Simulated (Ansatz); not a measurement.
Cost and result by functional for the surface energy of the (21-30) surface of hcp Re in its 1x1 cell, outermost plane spacing 0.30 Å in the ideal cut, in Ansatz (plane waves, PAW). Single points on the PBE structure, on one kind of machine; costs are rough ratios of the slab run's core time (references not counted) to the cheapest single point. r2SCAN's cost holds its higher cutoff (500 against 420 eV). Differences are taken against r2SCAN for comparison alone: no measured value is at hand, so the table doesn't rank accuracy.

Set-up: 24 atoms, 10.3 Å thick at the start (thin: gaps and levels are the slab's own); mesh 9x5x1; 0.1 eV smearing; dipole correction on; all atoms relaxed; symmetry of the start imposed; no spin, no spin-orbit, no U. These notes are the PBE run's.

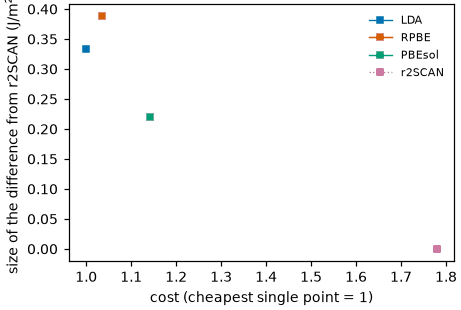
Figure. Difference from r2SCAN against cost

| functional | relative cost | surface energy (J/m²) | less r2SCAN (J/m²) |
|---|---|---|---|
| LDA | 1 | 3.66 | 0.33 |
| RPBE | 1 | 2.94 | -0.39 |
| PBEsol | 1 | 3.55 | 0.22 |
| r2SCAN | 2 | 3.33 | 0.00 |
| PBE (the relaxed run's value) | – | 3.15 | -0.18 |

The values span 0.72 J/m², while the single points' costs differ by a factor of roughly 2. Differences are of unrounded values.

Ansatz is a quantum-chemistry and plane-wave program.
